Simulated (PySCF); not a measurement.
# Ta⁺: ionisation energy with spin-orbit coupling

Wanted: the ionisation energy of tantalum, up a ladder of methods.

The numbers are computed with PySCF 2.14.0 (two-component X2C-1e, generalised determinants), except any that are marked as measured or tabulated.

### 1 The atom as given

* Element: tantalum (Z = 73)
* Basis: x2c-TZVPPall-2c
* Hamiltonian: two-component X2C-1e, Gaussian nucleus, no Breit or QED terms; spin-orbit coupling, run by run: off; screened by Boettger's factors
* Core shells frozen in the correlated runs: [Kr] 4d10 4f14 (for Ta⁺)
* State 1: Ta⁺: [Xe] 4f14 5d3 6s1; 5d3/2 filled at m_j = -1/2, +1/2, +3/2; 6s1/2 filled at m_j = -1/2
* Needed too, but not shown: Ta²⁺ [Xe] 4f14 5d3 (4F)
* Methods: GHF, GMP2

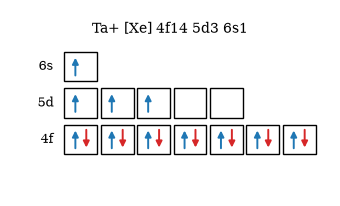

The shells outside the core, filled by Hund's rule for the drawing.

A driver program built on PySCF's X2C-1e integrals ran all steps in one process from the settings above; there is no separate input file.

It was started by

```console
OMP_NUM_THREADS=1 python sorun2.py TASK.json OUT
```

The integrals over 124 functions and the set-up took 14 s of CPU time.

### 2 Ta⁺, method by method

#### GHF (spin-free)

Output:

```text
cycle= 1 E= -15592.7163189922  delta_E= -1.56e+04  |FDS-SDF|= 0.0222
cycle= 2 E= -15592.7395836204  delta_E= -0.0233  |FDS-SDF|= 0.0127
cycle= 3 E= -15592.7423052491  delta_E= -0.00272  |FDS-SDF|= 0.00455
cycle= 4 E= -15592.7427292135  delta_E= -0.000424  |FDS-SDF|= 0.000937
cycle= 5 E= -15592.7427569659  delta_E= -2.78e-05  |FDS-SDF|= 0.000147
cycle= 6 E= -15592.7427575013  delta_E= -5.35e-07  |FDS-SDF|= 1.87e-05
cycle= 7 E= -15592.7427575285  delta_E= -2.71e-08  |FDS-SDF|= 3.41e-06
cycle= 8 E= -15592.7427575303  delta_E= -1.78e-09  |FDS-SDF|= 6.78e-07
```

It took 11 s on 1 thread of Neoverse-V1, shared host, the integrals not counted.

Occupied spinors (without spin-orbit coupling the j labels only name the start):

```
spinor shell  electrons  mean energy (eV)  weight of the nominal j  rms radius (bohr)
       1s1/2          2          -67783.3                    1.000             0.0211
       2s1/2          2          -11792.2                    1.000             0.0853
       2p1/2          2          -10337.3                    0.667             0.0777
       2p3/2          4          -10337.2                    0.833             0.0777
       3s1/2          2           -2768.6                    1.000              0.218
       3p1/2          2           -2328.2                    0.667              0.220
       3p3/2          4           -2328.2                    0.833              0.220
       3d3/2          4           -1809.2                    0.700              0.201
       3d5/2          6           -1809.1                    0.800              0.201
       4s1/2          2           -602.00                    1.000              0.488
       4p1/2          2           -454.98                    0.667              0.520
       4p3/2          4           -454.84                    0.833              0.520
       4d3/2          4           -262.94                    0.700              0.564
       4d5/2          6           -262.75                    0.800              0.564
       5s1/2          2           -94.097                    1.000               1.19
       5p1/2          2           -56.191                    0.667               1.39
       5p3/2          4           -54.879                    0.833               1.39
       4f5/2          6           -47.892                    0.714              0.706
       4f7/2          8           -47.751                    0.785              0.703
       5d3/2          3           -16.139                    0.600               2.25
       6s1/2          1           -14.494                    1.000               3.34
```

M_J = 1, ⟨J²⟩ = 6.012, ⟨L²⟩ = 12.007, ⟨S²⟩ = 6.005.

#### GMP2 (spin-free)

This step left no log, only its results.

Time after the integrals: 2.5 s (1 thread of Neoverse-V1, shared host).

With 12 electrons correlated and 34 very high virtual spinors dropped, the MP2 correlation energy is -0.22964 hartree. Largest pairs: 5d3/2-5p3/2 -0.0487, 5p3/2-5p3/2 -0.0424, 5p1/2-5p3/2 -0.0329, 5d3/2-5p1/2 -0.0218, 5p3/2-5s1/2 -0.0148.

#### GHF (screened spin-orbit)

Output:

```text
cycle= 1 E= -15610.0632284096  delta_E= -1.56e+04  |FDS-SDF|= 0.0855
cycle= 2 E= -15610.1046938707  delta_E= -0.0415  |FDS-SDF|= 0.0105
cycle= 3 E= -15610.1073471810  delta_E= -0.00265  |FDS-SDF|= 0.00922
cycle= 4 E= -15610.1083644760  delta_E= -0.00102  |FDS-SDF|= 0.00183
cycle= 5 E= -15610.1087726590  delta_E= -0.000408  |FDS-SDF|= 0.00128
cycle= 6 E= -15610.1090734073  delta_E= -0.000301  |FDS-SDF|= 0.00092
cycle= 7 E= -15610.1094145513  delta_E= -0.000341  |FDS-SDF|= 0.000253
cycle= 8 E= -15610.1094340579  delta_E= -1.95e-05  |FDS-SDF|= 0.000151
cycle= 9 E= -15610.1094418977  delta_E= -7.84e-06  |FDS-SDF|= 9.81e-05
cycle= 10 E= -15610.1094470796  delta_E= -5.18e-06  |FDS-SDF|= 2.68e-05
cycle= 11 E= -15610.1094472661  delta_E= -1.86e-07  |FDS-SDF|= 1.37e-05
cycle= 12 E= -15610.1094473141  delta_E= -4.8e-08  |FDS-SDF|= 7.24e-06
cycle= 13 E= -15610.1094473273  delta_E= -1.32e-08  |FDS-SDF|= 3.5e-06
```

Time after the integrals: 58 s (1 thread of Neoverse-V1, shared host).

The outer occupied spinors:

```
spinor shell  electrons  mean energy (eV)  weight of the nominal j  rms radius (bohr)
       4d5/2          6           -257.40                    1.000              0.569
       5s1/2          2           -93.861                    1.000               1.19
       5p1/2          2           -63.055                    0.951               1.33
       5p3/2          4           -51.806                    0.974               1.42
       4f5/2          6           -48.649                    0.993              0.705
       4f7/2          8           -46.510                    0.995              0.706
       5d3/2          3           -16.198                    0.690               2.23
       6s1/2          1           -14.434                    1.000               3.35
```

M_J = 1, ⟨J²⟩ = 5.405, ⟨L²⟩ = 11.996, ⟨S²⟩ = 6.024. A second start ended at -15610.05990 hartree. Rows whose weight is well below 1 mix j = l ± 1/2: exchange competes with spin-orbit coupling there.

The determinant has a definite M_J but mixes levels of different J.

#### GMP2 (screened spin-orbit)

The driver printed no log here.

Time after the integrals: 1.3 s (1 thread of Neoverse-V1, shared host).

With 12 electrons correlated and 34 very high virtual spinors dropped, the MP2 correlation energy is -0.23122 hartree. Largest pairs: 5d3/2-5p3/2 -0.0560, 5p3/2-5p3/2 -0.0454, 5p1/2-5p3/2 -0.0315, 5d3/2-5p1/2 -0.0154, 5p3/2-5s1/2 -0.0151.

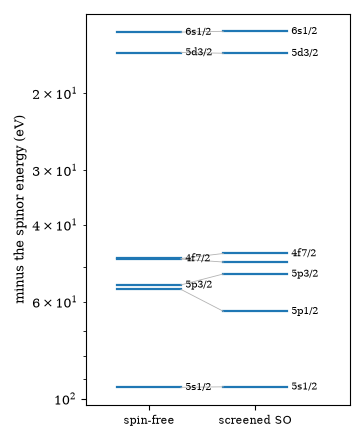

The highest 7 spinor levels of Ta⁺ on a logarithmic scale, without and with spin-orbit coupling.

### 3 Differences of total energies

Ionisation energy: Ta⁺ [Xe] 4f14 5d3 6s1 [5d3/2^3 6s1/2^1, M_J = 1] → Ta²⁺ [Xe] 4f14 5d3 [5d3/2^3, M_J = 3/2].

```
                    method  value (eV)  less the reference (eV)
           GHF (spin-free)      14.249                   -1.951
          GMP2 (spin-free)      15.065                   -1.135
 GHF (screened spin-orbit)      14.186                   -2.014
GMP2 (screened spin-orbit)      14.990                   -1.210
```

Reference: 16.2 ± 0.5 eV (semi-empirical (NIST evaluation); NIST Atomic Spectra Database, ionization energies). The spin-free rows have the spin-orbit operator switched off. The determinant of Ta+ mixes levels of different J (the jj label is only the starting occupation), so the difference between spin-free and spin-orbit rows is not the physical spin-orbit shift.

The differences also use runs on Ta²⁺ [Xe] 4f14 5d3 (4F), which are not shown here.

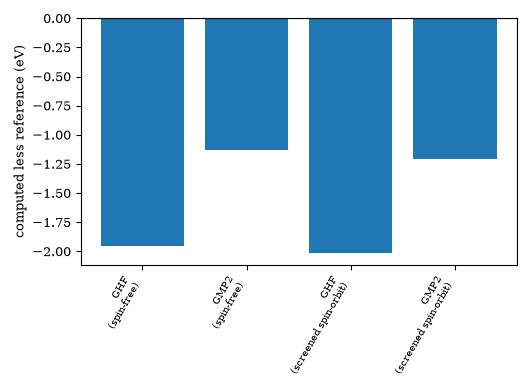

Computed less reference values by method, where the reference is not like for like or is itself uncertain.

### 4 What came out

```
              quantity                                                                               value
ionisation energy, Ta⁺  GHF (spin-free) 14.249, GMP2 (screened spin-orbit) 14.990 eV; reference 16.2 ± 0.5
```

**Reading.** The methods span 0.879 eV, from GHF (screened spin-orbit) (14.186) to GMP2 (spin-free) (15.065). The reference is uncertain or not like for like (spin-orbit coupling or other relativistic terms), so no ranking of close methods is drawn. All values hold for this basis alone; no basis-set limit was taken.
